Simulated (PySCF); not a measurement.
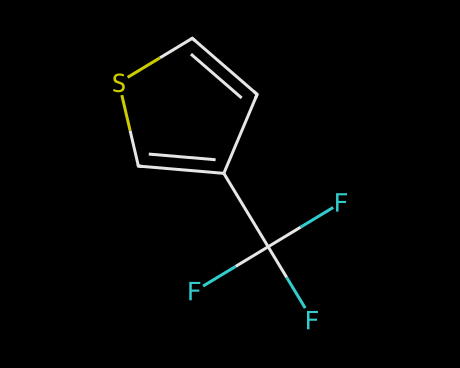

(Drawn from a calculation with PySCF.)

Question: Give its SMILES.

Answer: FC(F)(F)c1ccsc1

Question: What is the molecular formula?

Answer: C5H3F3S.
